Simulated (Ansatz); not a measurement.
## Run report: BSi$_{2}$NH$_{8}$, geometry relaxation (part 1 of 2)

BSi$_{2}$NH$_{8}$, SMILES N[SiH2]B[SiH3], computed with RKS PBE-D4/def2-SVP (Ansatz 0.2.0).

The geometry: force-field start. Figures and captions count atoms from 1; the log counts them from 0 in places.

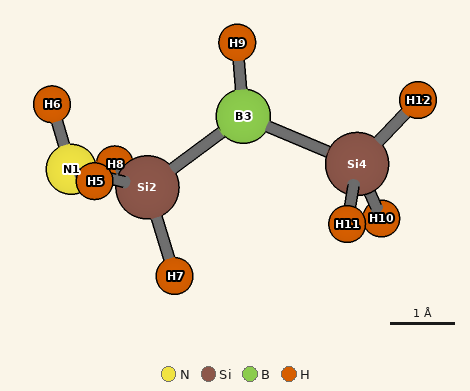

Fig. 1: The structure as given in the input (ball-and-stick view, seen at a tilt; atoms are numbered from 1 in the order of the input). Bond lengths as drawn: B–H 1.17 Å, B–Si 1.91 to 1.99 Å, H–N 1.00 to 1.07 Å, H–Si 1.41 to 1.51 Å and N–Si 1.75 Å.

Summary:

- outcome: converged
- total energy: −18033.8070 eV
- mean-field energy: −18033.5390 eV
- dispersion energy: −0.2681 eV
- SCF solution under orbital rotations: stable
- largest force (length of the vector) at the end: 0.022 eV/Å
- dipole moment: 3.66 D
- hardware: 4 threads of Arm Neoverse V2, 23 GiB of memory available, shared host
- wall time: 23 s (CPU time 79 s)
- peak memory: 0.14 GiB

Input:
```yaml
crystal:
  periodic: [false, false, false]
  atoms:
    - {symbol: N, position_ang: [-1.351600, 2.000900, 0.083300]}
    - {symbol: Si, position_ang: [-1.282100, 0.297300, -0.302700]}
    - {symbol: B, position_ang: [0.541700, -0.168600, -0.646200]}
    - {symbol: Si, position_ang: [1.528100, -1.467300, 0.492600]}
    - {symbol: H, position_ang: [-0.778600, 2.216700, 0.875700]}
    - {symbol: H, position_ang: [-0.984700, 2.574800, -0.739200]}
    - {symbol: H, position_ang: [-1.759700, -0.477200, 0.840700]}
    - {symbol: H, position_ang: [-2.039800, 0.014500, -1.504300]}
    - {symbol: H, position_ang: [1.171900, 0.364600, -1.470100]}
    - {symbol: H, position_ang: [0.741700, -2.758400, 0.426500]}
    - {symbol: H, position_ang: [1.426800, -1.006800, 1.910000]}
    - {symbol: H, position_ang: [2.863400, -1.645700, 0.067800]}
basis:
  gaussian: {orbitals: def2-SVP}
hamiltonian: {xc: pbe, dispersion: d4}
relax: {f_tol: 0.03, max_steps: 200}
```

Run as:
```bash
ansatz run in.yaml --threads 4 --pin off --events-out ev --progress --plain --max-ram 10444MiB
```

Log:
```
Functional definition: PBE
  name "PBE"
  cite "Perdew, Burke & Ernzerhof, Phys. Rev. Lett. 77, 3865 (1996) doi:10.1103/PhysRevLett.77.3865"
  parent pbe
  parameter kappa = 0.804
  parameter beta = 0.06672455060314922
  exchange = pbe_x(kappa = kappa, mu = beta*pi^2/3)
  correlation = pbe_c(beta = beta)
1182 factors; their error is unknown
mean field evaluation 1: about -18024.1443 eV, gradient 5.9e1 eV
mean field evaluation 2: about -17976.0918 eV, gradient 1.2e2 eV
mean field evaluation 4: about -18031.9132 eV, gradient 1.0e1 eV
mean field evaluation 8: about -18032.2998 eV, gradient 2.0e-1 eV
mean field evaluation 16: about -18032.2159 eV, gradient 3.0e-4 eV
mean field -18032.21594206 eV, -662.6717131956 hartree, gradient 2.3e-5 eV, S^2 0.000000; 0 other end points of the search recorded, 0 dependent functions left out
the calculation of the forces begins
reference -18032.21598340 eV, -662.6717147149 hartree; 24, 24 occupied and 80, 80 virtual orbitals, 1182 factors
relax step   1: F+E_penalty+E_count = -18032.46313251 eV  Δ(F+E_penalty+E_count) = +0.000e0 eV  max|allowed force component| = 1.932e0 eV/Å  Δτ_max = 0.0000 Å  (28 SCF iters, accepted)
these checks for a lower state are left out or cut short: starts, cluster_reference, orbital_swaps, neighbouring_geometries, increment
1182 factors; their error is unknown
mean field -18032.60537365 eV, -662.6860245427 hartree, gradient 1.0e-5 eV, S^2 0.000000; 0 other end points of the search recorded, 0 dependent functions left out
[... from here on the field's lines of each further geometry are left out, up to the last ...]
relax step   2: F+E_penalty+E_count = -18032.84632852 eV  Δ(F+E_penalty+E_count) = -3.832e-1 eV  max|allowed force component| = 4.970e-1 eV/Å  Δτ_max = 0.1932 Å  (28 SCF iters, accepted)
relax step   3: F+E_penalty+E_count = -18032.89417427 eV  Δ(F+E_penalty+E_count) = -4.785e-2 eV  max|allowed force component| = 2.644e-1 eV/Å  Δτ_max = 0.0827 Å  (27 SCF iters, accepted)
relax step   4: F+E_penalty+E_count = -18032.90429935 eV  Δ(F+E_penalty+E_count) = -1.013e-2 eV  max|allowed force component| = 1.773e-1 eV/Å  Δτ_max = 0.0657 Å  (28 SCF iters, accepted)
relax step   5: F+E_penalty+E_count = -18032.91831242 eV  Δ(F+E_penalty+E_count) = -1.401e-2 eV  max|allowed force component| = 2.110e-1 eV/Å  Δτ_max = 0.1174 Å  (28 SCF iters, accepted)
relax step   6: F+E_penalty+E_count = -18032.94411284 eV  Δ(F+E_penalty+E_count) = -2.580e-2 eV  max|allowed force component| = 2.766e-1 eV/Å  Δτ_max = 0.1950 Å  (29 SCF iters, accepted)
relax step   7: F+E_penalty+E_count = -18032.97221944 eV  Δ(F+E_penalty+E_count) = -2.811e-2 eV  max|allowed force component| = 4.866e-1 eV/Å  Δτ_max = 0.1958 Å  (29 SCF iters, accepted)
relax step   8: F+E_penalty+E_count = -18033.00569516 eV  Δ(F+E_penalty+E_count) = -3.348e-2 eV  max|allowed force component| = 5.222e-1 eV/Å  Δτ_max = 0.1954 Å  (28 SCF iters, accepted)
relax step   9: F+E_penalty+E_count = -18033.06282526 eV  Δ(F+E_penalty+E_count) = -5.713e-2 eV  max|allowed force component| = 5.561e-1 eV/Å  Δτ_max = 0.1952 Å  (28 SCF iters, accepted)
relax step  10: F+E_penalty+E_count = -18033.17267388 eV  Δ(F+E_penalty+E_count) = -1.098e-1 eV  max|allowed force component| = 5.772e-1 eV/Å  Δτ_max = 0.1922 Å  (29 SCF iters, accepted)
relax step  11: F+E_penalty+E_count = -18033.40881136 eV  Δ(F+E_penalty+E_count) = -2.361e-1 eV  max|allowed force component| = 9.562e-1 eV/Å  Δτ_max = 0.1942 Å  (33 SCF iters, accepted)
relax step  12: F+E_penalty+E_count = -18033.68007004 eV  Δ(F+E_penalty+E_count) = -2.713e-1 eV  max|allowed force component| = 9.622e-1 eV/Å  Δτ_max = 0.1937 Å  (35 SCF iters, accepted)
relax step  13: F+E_penalty+E_count = -18033.56888277 eV  Δ(F+E_penalty+E_count) = +1.112e-1 eV  max|allowed force component| = 3.385e0 eV/Å  Δτ_max = 0.1507 Å  (35 SCF iters, rejected (line search))
relax step  14: F+E_penalty+E_count = -18033.76837718 eV  Δ(F+E_penalty+E_count) = -8.831e-2 eV  max|allowed force component| = 1.974e-1 eV/Å  Δτ_max = 0.0730 Å  (28 SCF iters, accepted)
relax step  15: F+E_penalty+E_count = -18033.77479401 eV  Δ(F+E_penalty+E_count) = -6.417e-3 eV  max|allowed force component| = 2.740e-1 eV/Å  Δτ_max = 0.1000 Å  (29 SCF iters, accepted)
relax step  16: F+E_penalty+E_count = -18033.79123114 eV  Δ(F+E_penalty+E_count) = -1.644e-2 eV  max|allowed force component| = 1.131e-1 eV/Å  Δτ_max = 0.0587 Å  (30 SCF iters, accepted)
relax step  17: F+E_penalty+E_count = -18033.76295091 eV  Δ(F+E_penalty+E_count) = +2.828e-2 eV  max|allowed force component| = 4.109e-1 eV/Å  Δτ_max = 0.2000 Å  (28 SCF iters, rejected (line search))
relax step  18: F+E_penalty+E_count = -18033.79879970 eV  Δ(F+E_penalty+E_count) = -7.569e-3 eV  max|allowed force component| = 3.737e-2 eV/Å  Δτ_max = 0.1000 Å  (30 SCF iters, accepted)
relax step  19: F+E_penalty+E_count = -18033.80280262 eV  Δ(F+E_penalty+E_count) = -4.003e-3 eV  max|allowed force component| = 4.235e-2 eV/Å  Δτ_max = 0.0975 Å  (30 SCF iters, accepted)
relax step  20: F+E_penalty+E_count = -18033.80373301 eV  Δ(F+E_penalty+E_count) = -9.304e-4 eV  max|allowed force component| = 1.446e-1 eV/Å  Δτ_max = 0.1325 Å  (30 SCF iters, accepted)
relax step  21: F+E_penalty+E_count = -18033.80573472 eV  Δ(F+E_penalty+E_count) = -2.002e-3 eV  max|allowed force component| = 5.367e-2 eV/Å  Δτ_max = 0.0172 Å  (30 SCF iters, accepted)
relax step  22: F+E_penalty+E_count = -18033.80663664 eV  Δ(F+E_penalty+E_count) = -9.019e-4 eV  max|allowed force component| = 2.787e-2 eV/Å  Δτ_max = 0.0361 Å  (30 SCF iters, accepted)
the calculation of the forces begins
reference -18033.53895815 eV, -662.7203331402 hartree; 24, 24 occupied and 80, 80 virtual orbitals, 1182 factors
relax step  23: F+E_penalty+E_count = -18033.80700324 eV  Δ(F+E_penalty+E_count) = -3.666e-4 eV  max|allowed force component| = 1.294e-2 eV/Å  Δτ_max = 0.0316 Å  (29 SCF iters, accepted)
1182 factors; their error is unknown
mean field evaluation 192: about -18033.5389 eV, gradient 1.2e-3 eV
```

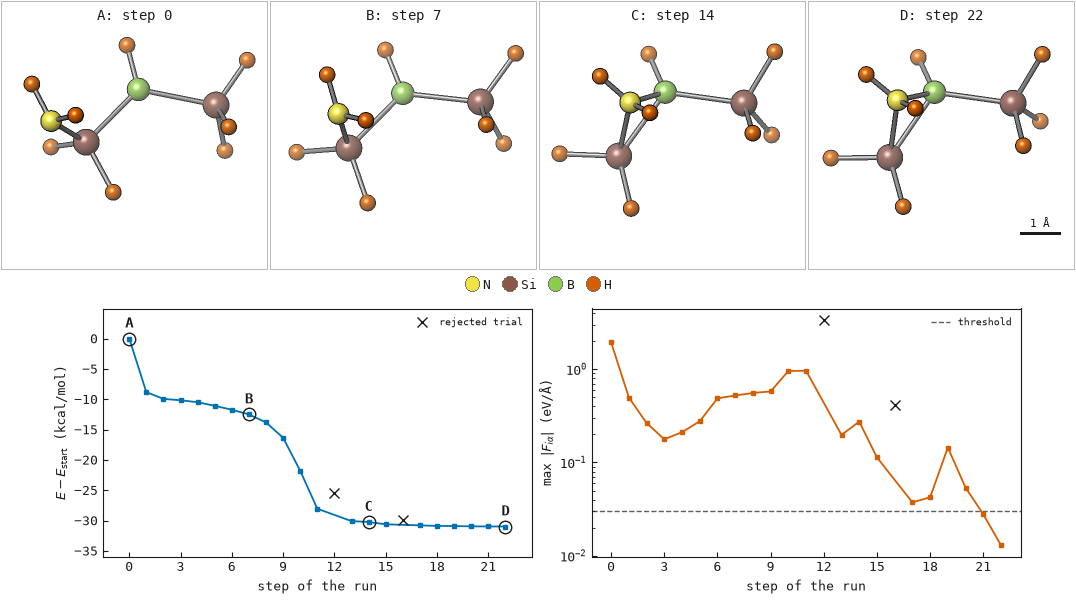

Fig. 2: Frames of the relaxation (ball-and-stick view, seen at a tilt) above the curves, on which the letters mark them (the first geometry is step 0 here and step 1 in the log).

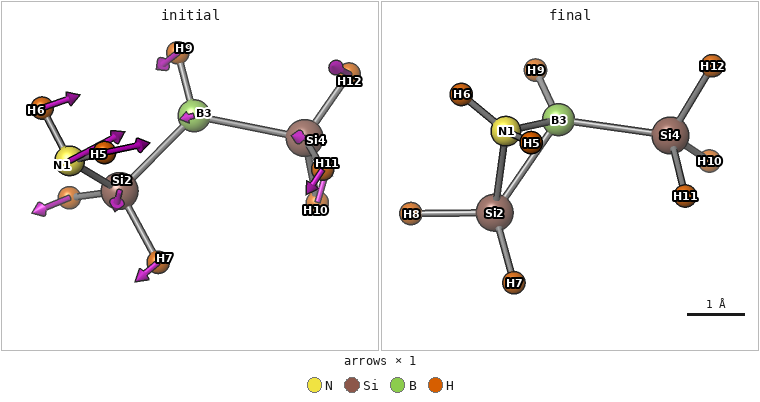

Fig. 3: Before (left) and after (right) the relaxation, at one scale (ball-and-stick view, seen at a tilt). The pink arrows give the displacements, at true length. The energy falls by 31.0 kcal/mol in 22 geometry steps. The largest force component goes from 1.9 to 0.013 eV/Å. The line search rejected the trial steps at points 12, 16 (counted from 0) and went back. The atom that moves furthest after the best rigid fit is N1 (1.23 Å). By element the largest moves are N 1.23 Å, H 1.12 Å, Si 0.53 Å, B 0.29 Å. Distances before and after: N1–B3 2.970 → 1.601 Å, N1–Si2 1.748 → 1.921 Å, Si4–H12 1.413 → 1.514 Å, Si2–B3 1.913 → 1.989 Å. New bonds form: N1–B3 (2.97 → 1.60 Å). Among the angles that change: N1–Si2–B3 108.3° → 48.3°, B3–Si2–H8 107.6° → 124.1°, B3–Si2–H7 108.8° → 123.8°. (Atoms are counted from 1 in the order of the input.)

```
mean field -18033.53891783 eV, -662.7203316585 hartree, gradient 1.2e-5 eV, S^2 0.000000; 1 other end points of the search recorded, 0 dependent functions left out
the calculation of the forces begins
reference -18033.53895815 eV, -662.7203331402 hartree; 24, 24 occupied and 80, 80 virtual orbitals, 1182 factors
Total energy: -18033.80704356 eV, -662.7301850973 hartree
Atom 0 at    -0.336013     1.312979    -0.111374 Å, force     0.002949    -0.001009     0.005710 eV/Å
Atom 1 at    -1.642348    -0.051284    -0.463145 Å, force    -0.002474     0.007279     0.002836 eV/Å
Atom 2 at     0.332553    -0.018097    -0.697515 Å, force     0.012890    -0.012941    -0.012150 eV/Å
Atom 3 at     1.394015    -1.133552     0.593885 Å, force    -0.006029     0.012139    -0.005835 eV/Å
Atom 4 at    -0.149838     1.569140     0.865083 Å, force     0.000829     0.002251     0.005024 eV/Å
Atom 5 at    -0.332296     2.150007    -0.704824 Å, force    -0.000684     0.003542    -0.001649 eV/Å
Atom 6 at    -2.324727    -0.260288     0.862494 Å, force    -0.000258    -0.002943     0.000703 eV/Å
Atom 7 at    -2.615623     0.617087    -1.398975 Å, force    -0.003090    -0.002422    -0.003675 eV/Å
Atom 8 at     0.697967     0.103217    -1.853112 Å, force    -0.007348     0.000693    -0.005453 eV/Å
Atom 9 at     1.408355    -2.592285     0.212069 Å, force    -0.002903    -0.000017     0.003529 eV/Å
Atom 10 at     0.806612    -1.048790     1.990724 Å, force     0.001987    -0.007825     0.003808 eV/Å
Atom 11 at     2.838442    -0.703334     0.738791 Å, force     0.004130     0.001252     0.007151 eV/Å
Dipole moment:    -0.345722     0.678596     0.038879 e Å
```

Trajectory as extended XYZ (Å, eV, eV/Å), 23 frames, from step=1 to step=23:
```
12
Properties=species:S:1:pos:R:3:forces:R:3 step=1 energy=-18032.46313
N    -1.3516    2.0009    0.0833   -0.1394   1.1097  -1.9319
Si   -1.2821    0.2973   -0.3027   -0.1244  -0.1850   0.1645
B     0.5417   -0.1686   -0.6462    0.7828  -0.7076   0.5306
Si    1.5281   -1.4673    0.4926   -1.8510   0.1487   0.2095
H    -0.7786    2.2167    0.8757    0.6149   0.4664   0.9853
H    -0.9847    2.5748   -0.7392   -0.5087  -0.6179   1.2069
H    -1.7597   -0.4772    0.8407   -0.5962  -0.3005   0.6686
H    -2.0398    0.0145   -1.5043   -0.9025  -0.1371  -0.8416
H     1.1719    0.3646   -1.4701    0.5807   0.7129  -1.0404
H     0.7417   -2.7584    0.4265    0.1319  -0.1038   0.0279
H     1.4268   -1.0068    1.9100    0.1351   0.0507   0.3378
H     2.8634   -1.6457    0.0678    1.8769  -0.4366  -0.3172
12
Properties=species:S:1:pos:R:3:forces:R:3 step=2 energy=-18032.84633
N    -1.3729    2.0258    0.0600    0.3110   0.4945  -0.4669
Si   -1.2991    0.3041   -0.3288   -0.4330  -0.2503   0.1197
B     0.5843   -0.1665   -0.6688    0.4238  -0.4079   0.0734
Si    1.5719   -1.4878    0.4830   -0.4718  -0.0005   0.1431
H    -0.8493    2.2640    0.9075    0.0025   0.1227   0.1546
H    -0.9882    2.6110   -0.7095   -0.2104  -0.1578   0.4069
H    -1.9071   -0.4206    0.8353   -0.0458  -0.0467   0.1234
H    -2.1717    0.0502   -1.5152   -0.1528  -0.0131  -0.2361
H     1.1844    0.3857   -1.5561    0.0846   0.2382  -0.2510
H     0.8287   -2.8082    0.4485   -0.0077   0.0330  -0.0294
H     1.5104   -1.0452    1.9238    0.0027   0.0537   0.0825
H     2.9857   -1.7678    0.1543    0.4970  -0.0658  -0.1202
12
Properties=species:S:1:pos:R:3:forces:R:3 step=3 energy=-18032.89417
N    -1.3360    2.0234    0.0491    0.2644  -0.0258   0.1781
Si   -1.3309    0.2842   -0.3409   -0.1474  -0.0798  -0.0701
B     0.5797   -0.2149   -0.7021    0.1284   0.1107   0.0698
Si    1.5849   -1.4870    0.4954    0.0084  -0.0139  -0.0223
H    -0.8807    2.2588    0.9456   -0.1494  -0.0358  -0.1880
H    -0.9121    2.6149   -0.6773   -0.0335   0.0214   0.0347
H    -1.9521   -0.4194    0.8429    0.0208   0.0526  -0.0462
H    -2.2187    0.0642   -1.5465    0.0077   0.0294   0.0590
H     1.1510    0.3992   -1.5921   -0.0617  -0.0687   0.0039
H     0.8377   -2.8032    0.4523    0.0377  -0.0150   0.0306
H     1.5196   -1.0129    1.9336   -0.0287   0.0066  -0.0538
H     3.0347   -1.7625    0.1741   -0.0468   0.0183   0.0045
12
Properties=species:S:1:pos:R:3:forces:R:3 step=4 energy=-18032.90430
N    -1.3030    2.0092    0.0543    0.1773  -0.0813   0.1505
Si   -1.3490    0.2738   -0.3618    0.0257   0.0046  -0.0079
B     0.5772   -0.2133   -0.7025   -0.0979  -0.0055  -0.1219
Si    1.5862   -1.4789    0.4969    0.0785   0.0471   0.0140
H    -0.8871    2.2261    0.9722   -0.1129  -0.0371  -0.1520
H    -0.8546    2.6117   -0.6457   -0.0054   0.0306  -0.0047
H    -1.9779   -0.4141    0.8253    0.0052   0.0194  -0.0419
H    -2.2526    0.0836   -1.5615    0.0483   0.0291   0.0659
H     1.1243    0.3743   -1.6275   -0.0390  -0.0407   0.0951
H     0.8657   -2.8102    0.4801    0.0115   0.0142   0.0001
H     1.5049   -0.9791    1.9247    0.0025  -0.0117  -0.0211
H     3.0430   -1.7383    0.1796   -0.0937   0.0311   0.0239
12
Properties=species:S:1:pos:R:3:forces:R:3 step=5 energy=-18032.91831
N    -1.2398    1.9787    0.0662    0.1479  -0.1173   0.0795
Si   -1.3766    0.2533   -0.3881    0.1246   0.0982  -0.0297
B     0.5493   -0.2355   -0.7287   -0.2110   0.0056  -0.1053
Si    1.5809   -1.4497    0.5017    0.0947   0.0424   0.0265
H    -0.8765    2.1630    1.0115   -0.0711  -0.0237  -0.1359
H    -0.7495    2.5905   -0.5980   -0.0290  -0.0375   0.0365
H    -2.0291   -0.4182    0.7925    0.0047  -0.0072  -0.0142
H    -2.2965    0.1218   -1.5811    0.0402   0.0307   0.0500
H     1.0798    0.3412   -1.6694   -0.0233  -0.0359   0.0922
H     0.9014   -2.8027    0.5172    0.0057   0.0256  -0.0097
H     1.4895   -0.9231    1.9182   -0.0057  -0.0041  -0.0071
H     3.0442   -1.6746    0.1921   -0.0777   0.0231   0.0171
12
Properties=species:S:1:pos:R:3:forces:R:3 step=6 energy=-18032.94411
N    -1.1215    1.9124    0.0952    0.1709  -0.2315  -0.0203
Si   -1.4262    0.2176   -0.4392    0.1424   0.2766   0.0043
B     0.4829   -0.2801   -0.7758   -0.1405   0.0618  -0.0157
Si    1.5704   -1.3831    0.5164   -0.0807  -0.0148  -0.0040
H    -0.8100    2.0331    1.0695   -0.0401  -0.0108  -0.2105
H    -0.5787    2.5357   -0.5214   -0.1204  -0.1844   0.1359
H    -2.0977   -0.4441    0.7329   -0.0375  -0.0099   0.0075
H    -2.3804    0.2116   -1.6145    0.0757   0.0308   0.0871
H     0.9991    0.2782   -1.7309    0.0120  -0.0164   0.0103
H     0.9619   -2.7722    0.5696    0.0336   0.0662   0.0053
H     1.4367   -0.8146    1.9130    0.0104  -0.0101  -0.0104
H     3.0406   -1.5496    0.2193   -0.0257   0.0425   0.0105
```
